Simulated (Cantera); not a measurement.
Input: 1 mol SiH₂Cl₂, a varied amount of N₂, held at 850 °C and 45.0 Pa.

Method: chemical equilibrium by Gibbs-energy minimisation in Cantera with the NASA 1993 tables (ideal gas, pure condensed phases). Candidate condensed phases: NH₄Cl, Si, Si₃N₄; 28 gas species. N₂ is the only nitrogen source here; it is nearly inert below about 1500 K, so the nitride shown seldom forms there in practice. The tables' values for SiCl₃ are old estimates; treat these amounts as uncertain. Equilibrium is a limit: real reactors are often held back by kinetics, nucleation or transport.

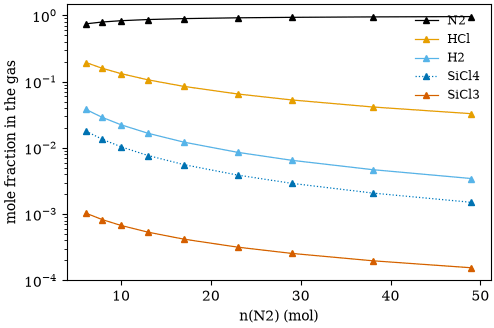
*Equilibrium gas composition (values under 1e-9 drawn at 1e-9)*

**Question.** Read off the mole fractions at 13 mol N₂.

**Answer.** N₂ about 0.87, HCl about 0.11, H₂ about 0.017, SiCl₄ about 0.0077, SiCl₃ about 0.00053.
